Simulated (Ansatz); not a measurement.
```yaml
atoms:
  - { symbol: O, position_ang: [0.0923, 1.5775, -0.2582] }
  - { symbol: Si, position_ang: [0.1235, 0.0610, 0.3671] }
  - { symbol: O, position_ang: [0.7643, -0.9807, -0.7400] }
  - { symbol: Br, position_ang: [-1.9263, -0.6888, 0.8597] }
  - { symbol: H, position_ang: [-0.2821, 1.6869, -1.1383] }
  - { symbol: H, position_ang: [0.8832, 0.1492, 1.6279] }
  - { symbol: H, position_ang: [0.4063, -1.8731, -0.7639] }
```

Method: Ansatz, RKS PBE0/def2-SVP.

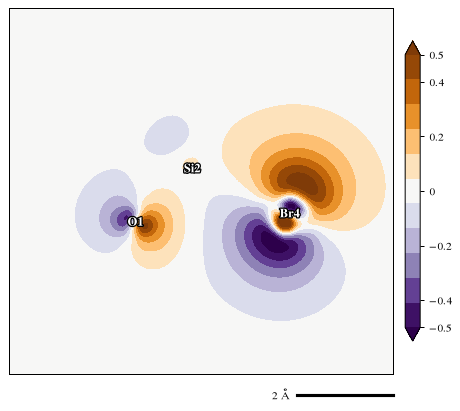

BrH₃O₂Si. The HOMO−1 on the plane of atoms O1, Si2 and Br4 (values in Å⁻³ᐟ²; the overall sign is arbitrary).

Question: What is the character of this orbital?

Answer: By Hirshfeld shares it lies mainly on Br4 (about 85 %); largely a lone pair of Br4. Its energy is −8.51 eV.
